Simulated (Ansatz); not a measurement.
# Phonons of TaN (P-6m2) against volume, part 2 of 2

Aim: how do the optical modes of TaN (P-6m2) move with volume?

Ansatz 0.2.0; DFT PBEsol, scalar-relativistic, plane waves, PAW; PAW set soft_1.

So far. Step 3 (Tight relaxation): The forces vanish by symmetry and the pressure is -0.003 GPa, within the tolerances set. The cell now holds 10.63 Å³/atom.

**4. Zone-centre response at rest**

Phonons follow from the second derivative of the energy, found here by linear response.

The modes at rest are the reference of the series.

input.yaml reads:

```yaml
crystal:
  lattice:
    - [2.9238313694, 0.0, 0.0]
    - [-1.4619156847, 2.5321122423, 0.0]
    - [0.0, 0.0, 2.8706066532]
  atoms:
    - { symbol: "N", position: [0.6666666667, 0.3333333333, 0.0] }
    - { symbol: Ta, position: [0.0, 0.0, 0.5] }
kpoints:
  mp_grid: { grid: [18, 18, 16] }
hamiltonian:
  xc: pbesol
  pseudopotentials: { kind: paw, azcp: { folder: soft_1 }, xc_functional: pbe }
scf:
  occupations: { method: methfessel_paxton, width: 0.2 }
output:
  eigenvalues: true
phonons:
  method: dfpt
```

Launch:

```console
> ansatz run input.yaml --threads 4 --pin off --max-ram 10240MiB --backend cpu --events-out ev --progress --plain --runs-dir out
```

Numbers of over 12 decimals in the logs are rounded to 6 here.

Log:

```text
zone centre: on kpoints.mp_grid the ground state, and the responses unless they are solved on pairs of k-points, stand on 819 of the mesh's 5184 k-points, reduced under 4 symmetry operations, with k and −k counted as one. Each operation leaves every solved displacement unchanged or reverses it
[...]
Crystal: 2 atoms, lattice volume = 21.252 Å³
Basis set: ecut = 420 eV, 405 PW (Γ), exchange–correlation on 40×40×40 points (8 copies of the dense FFT grid, shifted against one another)
Bands: 13, of which v1, the nominal top of the filled ones, is band 9 counted from 1 (8 counted from 0)
Symmetry: 12 space group operations
k-points: 819 of 5184 (irreducible under 4 space group operations, time reversal used)
[...]
SCF iter   1: F=—  HF=-10188.581632 eV  |F-HF|=—  |Δ(HF+E_count)|=         —  Δρ=4.87e-2  dr2=2.79e-1  ethr=3.10e-3  ⟨swp⟩=5.0  Hψ=52994  notcnv=0
[...]
SCF iter   8: F=-10188.559898 eV  HF=-10188.559898 eV  |F-HF|=1.82e-12  |Δ(HF+E_count)|=  4.18e-11  S|Δr|=    0.00e0  Δρ=6.60e-8  dr2=2.77e-13  ethr=1.00e-12  ⟨swp⟩=5.9  Hψ=44523  notcnv=0
the search or the solves at the SCF's close seem to have found levels that the self-consistency loop had missed (the run counts 2). By its estimate they hold under 1e-12 electrons; where the run keeps them, the occupations were computed again with them
SCF 1 converged in 8 iterations: F = -10188.559898 eV  dr2 = 2.77e-13
[...]
DFPT response loops at Γ: preconditioner auto → Kerker (q_TF=auto, 2.654 Å⁻¹) (partly filled bands, converged f_vac=0.000); β = 1.00, the filter's whole step (`scf.mixing.beta` (0.50) is not read by the response loops under this deck's `scf.mixing.preconditioner`; to damp them name `kerker` or `kerker_dos`, under which they read `scf.mixing.beta`, and type it under 1.00, their step now; both keys bind the ground state too); Broyden in place of MSR1
SCF converged after 8 iterations
[...]
Free energy (F): -10188.559898 eV
[...]
Internal energy: -10188.560319 eV  (E = F + TS)
E sigma→0 (E₀):  -10188.560003 eV
Entropy (-TS):   0.000421 eV (0.210 meV/atom)
Fermi energy:    20.235641 eV
[...]
--- Band table (eV; the first three rows and the last of 819) ---
  k-point 0: bands = [... 5 lower, 15.6520, 15.6520, 15.9924, 17.3328, 22.5710, 23.9287, 23.9287, 24.3517]
  k-point 1: bands = [... 5 lower, 15.6761, 15.6849, 15.6849, 17.5964, 22.7151, 23.3018, 23.3018, 24.8322]
  k-point 2: bands = [... 5 lower, 14.9805, 15.7792, 15.7792, 18.1839, 22.4795, 22.4795, 23.1052, 25.2091]
  k-point 818: bands = [... 5 lower, 12.5842, 13.3619, 16.0991, 19.2324, 24.4460, 25.4107, 26.4499, 27.5337]
--- Phonons (Γ-DFPT): 4 representative perturbations + reference, on 819 of 5184 k-points (Σ response iterations 12) ---
  k mesh reduced under 4 symmetry operations, with k and −k counted as one. Each operation leaves every solved displacement unchanged or reverses it
  ASR residual: 1.470e-5 → 0.000e0 eV/Å²; symmetrization residual: 1.485e-6 eV/Å²
  ASR residual per site (eV/Å²): 1.17e-5 1.47e-5
  Γ frequencies (cm⁻¹): 0.00 0.00 0.00 532.16 532.16 554.26
  non-analytic LO–TO correction: not included (Born effective charges unavailable; polar crystals: no LO–TO splitting at Γ)
```

The job ended after 81 s (4 threads of Intel Xeon at 2.50GHz (Skylake/Cascade Lake), shared host; peak memory 0.93 GiB; 3.4 min of CPU time).

Numbers from this step:

* sum-rule residual before enforcement: 1.47e-5 eV/Å²
* point group: -6m2
* highest optical mode at the zone centre (no LO-TO term): 554.3 cm⁻¹
* lowest optical zone-centre mode: 532.2 cm⁻¹

Patterns of degenerate modes are one choice out of their space. The modes at Γ (shares of kinetic energy by element, %):

```
mode  frequency (cm⁻¹)  symmetry  N %  Ta %
   1               0.0  acoustic    7    93
   2               0.0  acoustic    7    93
   3               0.0  acoustic    7    93
   4             532.2        E'   93     7
   5             532.2        E'   93     7
   6             554.3      A2''   93     7
```

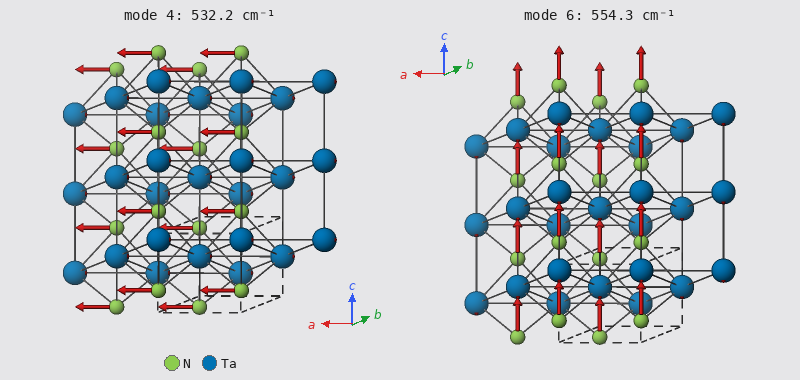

Displacement patterns of modes 4 and 6 at Γ; arrows are exaggerated. 2×2×3 cells are drawn. Some periodic images of atoms are drawn too.

Before it was imposed, the acoustic sum rule was missed by 1.5e-5 eV/Å². Small misses are needed for a sound result but don't prove that mesh and cutoff are converged. The lowest optical mode is real, 532 cm⁻¹.

**5. A member of the series: 1.06 times the volume at rest**

The cell is set to 1.06 times the volume at rest, and shape and atoms relax at that volume.

input.yaml, the sections that differ from step 4:

```yaml
crystal:
  lattice:
    - [2.983668861, 0.0, 0.0]
    - [-1.4918344305, 2.5839330301, 0.0]
    - [0.0, 0.0, 2.9220184331]
  atoms:
    - { symbol: "N", position: [0.6666666667, 0.3333333333, 0.0] }
    - { symbol: Ta, position: [0.0, 0.0, 0.5] }
output:
  forces: true
  stress: true
  eigenvalues: true
relax:
  adjacent_minimum: "off"
  f_tol: 0.001
  max_steps: 60
  cell: { stress_tol: 0.01, fix: [volume] }
# kpoints, hamiltonian, scf: as in step 4
# phonons: removed
```

Log:

```text
[...]
Crystal: 2 atoms, lattice volume = 22.528 Å³
Basis set: ecut = 420 eV, 405 PW (Γ), exchange–correlation on 40×40×40 points (8 copies of the dense FFT grid, shifted against one another)
Bands: 13, of which v1, the nominal top of the filled ones, is band 9 counted from 1 (8 counted from 0)
Symmetry: 12 space group operations
[...]
k-points: 333 of 5184 (time reversal used)
[...]
k-point 332: bands = [... 5 lower, 11.1171, 12.6013, 15.1547, 18.6273, 23.0772, 23.7446, 25.3509, 26.1688]
--- Relaxed structure (3 steps of the walk, 2 accepted, 1 SCFs on fresh bases) ---
[...]
cell:  # Å, volume = 22.5276 Å³
    - [2.984865, 0.0, 0.0]
    - [-1.492433, 2.584969, 0.0]
    - [0.0, 0.0, 2.919677]
  atoms:
    - { symbol: N, position: [0.666667, 0.333333, 0.0] }
    - { symbol: Ta, position: [-3.700743415524894e-17, 0.0, 0.5] }
[key lines of the parts left out:]
SCF converged after 5 iterations
Free energy (F): -10188.481941 eV
Fermi energy:    18.975656 eV
P = ⅓ Tr σ = -18.5950 GPa (-185.950 kbar)
```

Wall time 30 s (4 threads); peak memory 0.47 GiB; 92 s of CPU time.

Little changed from the start: no atom moved by 0.005 Å and no cell edge by 0.1 %.

This step gave:

```yaml
pressure: -18.60 GPa
volume_per_atom: 11.26 Å³
```

The forces vanish by symmetry, at a pressure of -18.60 GPa.

**6. Zone-centre modes of the member: 1.06 times the volume at rest**

The zone-centre modes follow for 1.06 times the volume at rest.

input.yaml, the sections that differ from step 5:

```yaml
crystal:
  lattice:
    - [2.9848650731, 0.0, 0.0]
    - [-1.4924325366, 2.5849689802, 0.0]
    - [0.0, 0.0, 2.9196768509]
  atoms:
    - { symbol: "N", position: [0.6666666667, 0.3333333333, 0.0] }
    - { symbol: Ta, position: [0.0, 0.0, 0.5] }
output:
  eigenvalues: true
phonons:
  method: dfpt
# kpoints, hamiltonian, scf: as in step 5
# relax: removed
```

Log:

```text
[...]
Crystal: 2 atoms, lattice volume = 22.528 Å³
Basis set: ecut = 420 eV, 405 PW (Γ), exchange–correlation on 40×40×40 points (8 copies of the dense FFT grid, shifted against one another)
Bands: 13, of which v1, the nominal top of the filled ones, is band 9 counted from 1 (8 counted from 0)
Symmetry: 12 space group operations
k-points: 819 of 5184 (irreducible under 4 space group operations, time reversal used)
[...]
SCF iter   1: F=—  HF=-10188.499427 eV  |F-HF|=—  |Δ(HF+E_count)|=         —  Δρ=4.71e-2  dr2=2.63e-1  ethr=3.10e-3  ⟨swp⟩=5.0  Hψ=53059  notcnv=0
[...]
SCF iter   8: F=-10188.481941 eV  HF=-10188.481941 eV  |F-HF|=5.46e-12  |Δ(HF+E_count)|=  4.73e-11  S|Δr|=    0.00e0  Δρ=8.04e-8  dr2=1.16e-12  ethr=1.00e-12  ⟨swp⟩=6.3  Hψ=47528  notcnv=0
[...]
SCF 1 converged in 8 iterations: F = -10188.481941 eV  dr2 = 1.16e-12
[...]
SCF converged after 8 iterations
[...]
Free energy (F): -10188.481941 eV
[...]
Internal energy: -10188.482244 eV  (E = F + TS)
E sigma→0 (E₀):  -10188.482017 eV
Entropy (-TS):   0.000303 eV (0.151 meV/atom)
Fermi energy:    18.975656 eV
[...]
--- Band table (eV; the first three rows and the last of 819) ---
  k-point 0: bands = [... 5 lower, 14.6002, 14.6002, 14.9884, 16.1517, 20.8343, 22.4074, 22.4074, 22.7508]
  k-point 1: bands = [... 5 lower, 14.6312, 14.6312, 14.6413, 16.4360, 20.9879, 21.8091, 21.8091, 23.2144]
  k-point 2: bands = [... 5 lower, 13.9216, 14.7201, 14.7201, 17.0228, 21.0441, 21.0441, 21.3985, 23.5717]
  k-point 818: bands = [... 5 lower, 11.7404, 12.3256, 14.9139, 17.9658, 22.7391, 23.7619, 24.6547, 25.7425]
[...]
ASR residual: 5.497e-5 → 0.000e0 eV/Å²; symmetrization residual: 2.839e-6 eV/Å²
  ASR residual per site (eV/Å²): 3.62e-5 5.50e-5
  Γ frequencies (cm⁻¹): 0.00 0.00 0.00 479.74 479.74 482.35
[...]
```

Run time: 72 s. Hardware: 4 threads; peak memory 0.97 GiB.

This step gave:

- sum-rule residual before enforcement: 5.50e-5 eV/Å²
- highest optical mode at the zone centre (no LO-TO term): 482.4 cm⁻¹
- lowest optical zone-centre mode: 479.7 cm⁻¹

Patterns of degenerate modes are one choice out of their space. The modes at Γ (shares of kinetic energy by element, %):

```
mode  frequency (cm⁻¹)  symmetry  N %  Ta %
   1               0.0  acoustic    7    93
   2               0.0  acoustic    7    93
   3               0.0  acoustic    7    93
   4             479.7        E'   93     7
   5             479.7        E'   93     7
   6             482.4      A2''   93     7
```

The lowest optical mode is real, 480 cm⁻¹, and the highest lies at 482.4 cm⁻¹.

Between step 4 and this run (volume ratio 1.06) the value for the highest optical mode at the zone centre (no LO-TO term) moves from 554 cm⁻¹ to 482 cm⁻¹ (-13 %).

**7. A member of the series: 0.9 times the volume at rest**

The cell is set to 0.9 times the volume at rest, and shape and atoms relax at that volume.

input.yaml, the sections that differ from step 6:

```yaml
crystal:
  lattice:
    - [2.8177538951, 0.0, 0.0]
    - [-1.4088769475, 2.4402464548, 0.0]
    - [0.0, 0.0, 2.781728381]
  atoms:
    - { symbol: "N", position: [0.6666666667, 0.3333333333, 0.0] }
    - { symbol: Ta, position: [0.0, 0.0, 0.5] }
output:
  forces: true
  stress: true
  eigenvalues: true
relax:
  adjacent_minimum: "off"
  f_tol: 0.001
  max_steps: 60
  cell: { stress_tol: 0.01, fix: [volume] }
# kpoints, hamiltonian, scf: as in step 6
# phonons: removed
```

Log:

```text
[...]
Crystal: 2 atoms, lattice volume = 19.127 Å³
Basis set: ecut = 420 eV, 393 PW (Γ), exchange–correlation on 40×40×40 points (8 copies of the dense FFT grid, shifted against one another)
Bands: 13, of which v1, the nominal top of the filled ones, is band 9 counted from 1 (8 counted from 0)
Symmetry: 12 space group operations
[...]
k-points: 333 of 5184 (time reversal used)
[...]
k-point 332: bands = [... 5 lower, 13.4220, 15.7824, 18.8106, 22.4721, 28.3635, 28.7010, 30.6085, 31.4697]
--- Relaxed structure (3 steps of the walk, 2 accepted, 1 SCFs on fresh bases) ---
[...]
cell:  # Å, volume = 19.1272 Å³
    - [2.816387, -2.885351797825505e-11, 0.0]
    - [-1.408193, 2.439062, 0.0]
    - [0.0, 0.0, 2.784430]
  atoms:
    - { symbol: N, position: [0.666667, 0.333333, 0.0] }
    - { symbol: Ta, position: [-3.700743415524894e-17, 0, 0.5] }
[key lines of the parts left out:]
SCF converged after 4 iterations
Free energy (F): -10188.270714 eV
Fermi energy:    22.678919 eV
P = ⅓ Tr σ = 47.8093 GPa (478.093 kbar)
```

Run time: 36 s. Hardware: 4 threads; peak memory 0.46 GiB.

Little changed from the start: no atom moved by 0.005 Å and no cell edge by 0.1 %.

This step gave:

* pressure: 47.81 GPa
* volume per atom: 9.564 Å³

The forces vanish by symmetry, at a pressure of 47.81 GPa.

**8. Modes of this member: 0.9 times the volume at rest**

The zone-centre modes follow for 0.9 times the volume at rest.

input.yaml, the sections that differ from step 7:

```yaml
crystal:
  lattice:
    - [2.8163867811, 0.0, 0.0]
    - [-1.4081933905, 2.4390624993, 0.0]
    - [0.0, 0.0, 2.7844296172]
  atoms:
    - { symbol: "N", position: [0.6666666667, 0.3333333333, 0.0] }
    - { symbol: Ta, position: [0.0, 0.0, 0.5] }
output:
  eigenvalues: true
phonons:
  method: dfpt
# kpoints, hamiltonian, scf: as in step 7
# relax: removed
```

Log:

```text
[...]
Crystal: 2 atoms, lattice volume = 19.127 Å³
Basis set: ecut = 420 eV, 393 PW (Γ), exchange–correlation on 40×40×40 points (8 copies of the dense FFT grid, shifted against one another)
Bands: 13, of which v1, the nominal top of the filled ones, is band 9 counted from 1 (8 counted from 0)
Symmetry: 12 space group operations
k-points: 819 of 5184 (irreducible under 4 space group operations, time reversal used)
[...]
k-point 2: bands = [... 5 lower, 17.0398, 17.8349, 17.8349, 20.4390, 25.2469, 25.2469, 26.3812, 28.3735]
  k-point 818: bands = [... 5 lower, 14.2145, 15.4232, 18.4487, 21.7092, 27.7574, 28.5921, 29.9410, 30.9950]
[...]
ASR residual: 5.455e-5 → 0.000e0 eV/Å²; symmetrization residual: 2.216e-6 eV/Å²
  ASR residual per site (eV/Å²): 4.08e-5 5.45e-5
  Γ frequencies (cm⁻¹): 0.00 0.00 0.00 624.97 624.97 687.80
[...]
[key lines of the parts left out:]
SCF converged after 8 iterations
Free energy (F): -10188.270714 eV
Fermi energy:    22.678918 eV
```

It took 75 s on 4 threads; peak memory 0.89 GiB; 3.1 min of CPU time.

This step gave:

```yaml
sum_rule_residual_before_enforcement: 5.45e-5 eV/Å²
highest_optical_mode_at_the_zone_centre_no_lo_to_term: 687.8 cm⁻¹
lowest_optical_zone_centre_mode: 625.0 cm⁻¹
```

Patterns of degenerate modes are one choice out of their space. The modes at Γ (shares of kinetic energy by element, %):

```
mode  frequency (cm⁻¹)  symmetry  N %  Ta %
   1               0.0  acoustic    7    93
   2               0.0  acoustic    7    93
   3               0.0  acoustic    7    93
   4             625.0        E'   93     7
   5             625.0        E'   93     7
   6             687.8      A2''   93     7
```

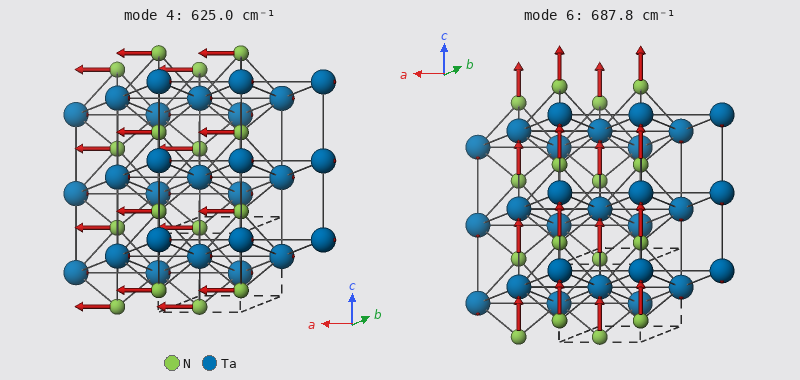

Displacement patterns of modes 4 and 6 at Γ; arrows are exaggerated. 2×2×3 cells are drawn. Some periodic images of atoms are drawn too.

The lowest optical mode is real, 625 cm⁻¹, and the highest lies at 687.8 cm⁻¹.

Between step 4 and this run (volume ratio 0.9) the value for the highest optical mode at the zone centre (no LO-TO term) moves from 554 cm⁻¹ to 688 cm⁻¹ (+24 %).

**9. All members side by side**

The members are set side by side, also those not shown above.

Each row is one cell with its response, relaxed at fixed volume as far as symmetry leaves anything free; energies are extrapolated to zero smearing, and E0 is that at rest; shape and atoms are relaxed in each cell where symmetry leaves them free; all runs use 18×18×16 k points and Methfessel-Paxton smearing of 0.2 eV. State of the crystal along the series:

```
volume ratio  V (Å³/atom)  pressure (GPa)  E - E0 (meV/atom)  first cell vector (Å)  third cell vector (Å)
         0.9        9.564           47.81              144.6                  2.816                  2.784
        0.92        9.776           36.12              89.01                  2.838                  2.802
        0.94        9.989           25.61               48.2                   2.86                   2.82
        0.96         10.2           16.15              20.62                  2.882                  2.837
        0.98        10.41           7.643              4.965                  2.903                  2.854
        0.99        10.52           3.718              1.213                  2.913                  2.862
           1        10.63       -0.003181                  0                  2.924                  2.871
        1.02        10.84          -6.874              4.644                  2.944                  2.887
        1.04        11.05          -13.05              17.94                  2.965                  2.904
        1.06        11.26          -18.59              38.99                  2.985                   2.92
```

Each mode is tracked from rest by its pattern, and modes that stay within 0.3 cm⁻¹ of each other stand once; shape and atoms are relaxed in each cell where symmetry leaves them free; all runs use 18×18×16 k points and Methfessel-Paxton smearing of 0.2 eV. Optical modes along the series:

```
V (Å³/atom)  mode 4 E' (cm⁻¹)  mode 6 A2'' (cm⁻¹)
      9.564               625               687.8
      9.776             606.4               659.5
      9.989             588.1                 632
       10.2             569.5               605.3
      10.41             550.7               579.5
      10.52             541.4               566.8
      10.63             532.2               554.3
      10.84             514.1               529.7
      11.05             496.7               505.8
      11.26             479.7               482.4
```

From cubic fits (parabolas where under five rows exist) of ln ω and P against ln V through the rows within about 4 % of rest: γ = −d ln ω / d ln V and dω/dP = γ ω / B. Slopes at rest:

```
       mode  fitted frequency at rest (cm⁻¹)  Grüneisen parameter γ  dω/dP (cm⁻¹/GPa)
  mode 4 E'                            532.2                   1.72              2.52
mode 6 A2''                            554.3                   2.24              3.43
```

**10. Outcome**

```yaml
members: 10
highest_optical_mode_at_the_zone_centre_no_lo_to_term_at_rest: 554.3 cm⁻¹
bulk_modulus_at_rest: 362 GPa
mode_4_e_gamma: 1.72
mode_6_a2_gamma: 2.24
```

What this shows: The series spans -18.6 to 47.8 GPa, and the slope at rest gives a bulk modulus of 362 GPa. Among the modes in the table of slopes γ runs from 1.72 (mode 4 E') to 2.24 (mode 6 A2''). One k mesh and one cutoff serve the ground states and modes of all volumes. These are harmonic frequencies at zero temperature: anharmonic shifts, linewidths and thermal expansion are left out. Spin-orbit coupling is left out, which can matter for the heavy elements here. With no gap, or one that is small against the smearing, the frequencies hang on the k mesh and the smearing, most of all near Kohn anomalies. The PAW files were made for PBE; the program adapts parts of them to the functional of the run, but their partial waves stay those of PBE, an approximation that was not tested in this session. Only the zone centre was solved, so an instability at another wavevector cannot show here.

[Logs are printed without paths, hosts, clocks, repeated set-up lines and the standing remarks that a program may print on its own settings, such as how far it seeks lower states.]

[Hosts, paths, dates, database ids (printed as entryN), source tags and the programs' standing remarks are cut or masked in the printed files.]
